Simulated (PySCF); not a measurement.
The calculation's input:

```
{"job": {"kind": "uv", "xc": "PBE0", "basis": "def2-SVPD", "nstates": 8, "ntriplets": 3}, "charge": 0, "multiplicity": 1}
B      2.441749     0.340122    -0.329092
N      1.066154     0.147489    -0.145251
Si     0.345220    -1.432519     0.138467
C     -1.418769    -0.874282     0.577270
C     -1.700720     0.442796    -0.154194
Si    -0.098110     1.466624    -0.175961
H      3.161016    -0.585339    -0.296139
H      2.850261     1.423485    -0.514555
H      1.018327    -2.114265     1.246145
H      0.401342    -2.224645    -1.096637
H     -2.171356    -1.624919     0.335805
H     -1.487452    -0.705799     1.653504
H     -2.535422     0.973045     0.304410
H     -2.003182     0.224769    -1.180065
H      0.054385     2.256791    -1.399702
H      0.068959     2.295592     1.024585
```

Run with:

```sh
OMP_NUM_THREADS=1 python probes_run.py task.json out
```

Geometry: GFN2-xTB.

The calculation used PBE0/def2-SVPD, SCF density, gas phase in PySCF 2.14.0.

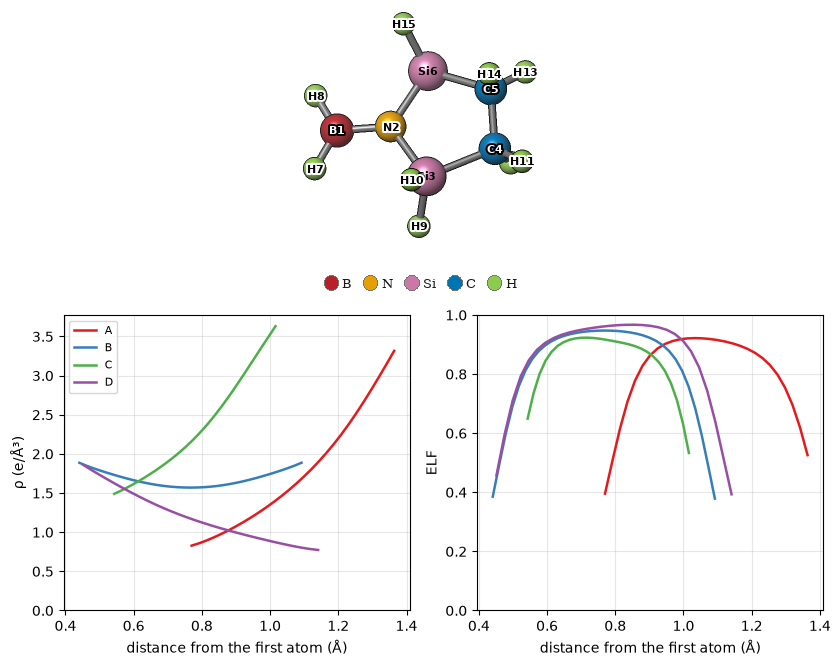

C₂H₁₀BNSi₂ (SMILES BN1[SiH2]CC[SiH2]1). Electron density and ELF along straight lines between neighbouring atoms. The curves leave out the atomic cores. The structure is drawn too.

> Which curve belongs to which contact (B–N, C–C, C–Si and Si–N)? The first atom named is at distance zero.

Curve A: Si–N (1.76 Å): ρ is about 1 e/Å³ halfway; the ELF peaks at about 0.90 between the atoms: a shared but strongly polarised pair. Curve B: C–C (1.53 Å): ρ is about 1.6 e/Å³ halfway; the ELF peaks at about 0.95 between the atoms; localised, covalent bonding. Curve C: B–N (1.40 Å): ρ is about 1.9 e/Å³ halfway; the ELF peaks at about 0.90 between the atoms, as expected for a short, strongly polar bond. Curve D: C–Si (1.90 Å): ρ is about 0.94 e/Å³ halfway; the ELF peaks at about 0.95 between the atoms (a shared electron pair).
